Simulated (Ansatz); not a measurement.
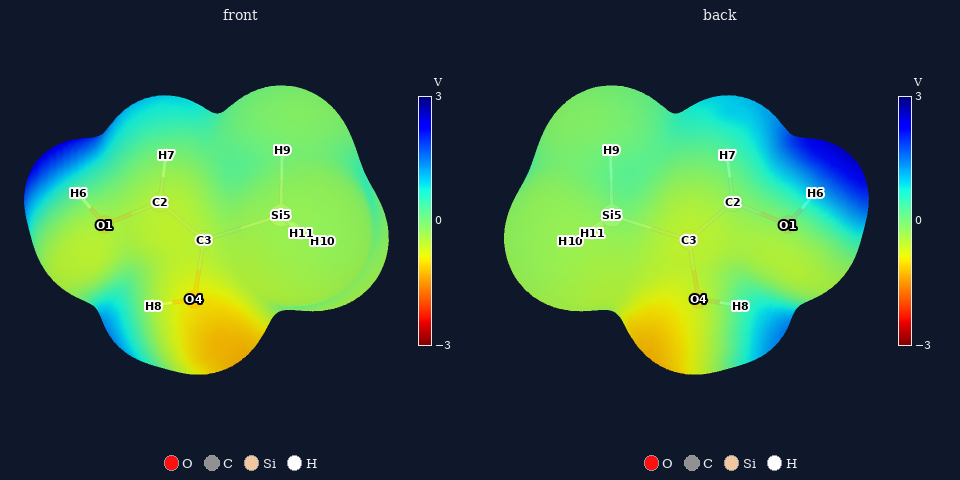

Figure 1: C2H6O2Si. The molecular electrostatic potential painted on the density surface at 0.001 e/bohr³, seen from the front and from behind; the colour scale runs from red (negative) to blue (positive).

Level of theory: Ansatz, RKS r2SCAN/def2-SVP.

```yaml
atoms:
  - { symbol: O, position_ang: [-1.1475, 0.3656, 1.9720] }
  - { symbol: C, position_ang: [-0.1856, 0.5182, 1.0051] }
  - { symbol: C, position_ang: [-0.2377, -0.2746, -0.0886] }
  - { symbol: O, position_ang: [-1.2314, -1.2059, -0.2350] }
  - { symbol: Si, position_ang: [1.0135, -0.1785, -1.4725] }
  - { symbol: H, position_ang: [-1.0178, 1.0180, 2.6688] }
  - { symbol: H, position_ang: [0.5923, 1.2715, 1.1576] }
  - { symbol: H, position_ang: [-1.8025, -1.1407, 0.5481] }
  - { symbol: H, position_ang: [1.9955, 0.8913, -1.1216] }
  - { symbol: H, position_ang: [0.3547, 0.1555, -2.7711] }
  - { symbol: H, position_ang: [1.7318, -1.4775, -1.6424] }
```

> Describe the electrostatic potential map.

The most negative region (about −1.3 V, or −30 kcal/mol for a unit charge) lies over O4, the most positive (about +2.5 V, or +58 kcal/mol for a unit charge) over H6. O4 is the likeliest acceptor of a hydrogen bond.
